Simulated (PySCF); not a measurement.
SMILES [OH][Ge]([I])([I])[I] (HGeI₃O), PBE0/def2-SVP optimised geometry. Atoms within 1.6 Å of the plane z = 0.0 Å (x, y, z in Å): O1 (-1.24, -1.99, -1.49), Ge2 (-0.79, -1.17, 0.00), I4 (1.71, -1.17, 0.00), I5 (-1.71, 1.17, 0.00).

Calculation: PBE0/def2-TZVP, def2 effective core potentials past Kr in PySCF. The core electrons that the potentials of I replace are not part of the density. Cells within 0.4 Å of a nucleus heavier than hydrogen are left out (blank, or x).

Map of the Laplacian of the electron density (e/bohr⁵), clipped to [-1.50, 1.50] on the plane z = 0.0 Å:

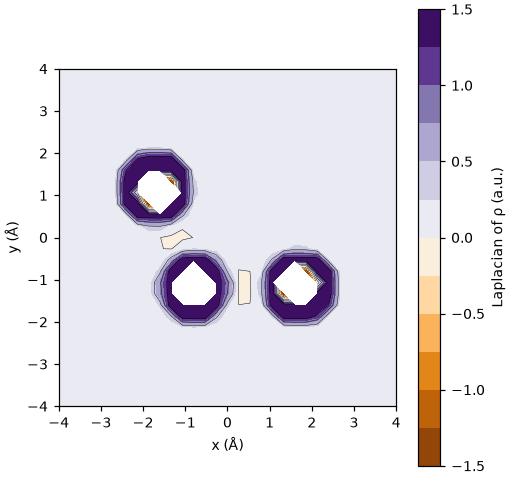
Figure: Laplacian of the electron density (e/bohr⁵), clipped to [-1.50, 1.50] on the plane z = 0.0 Å.
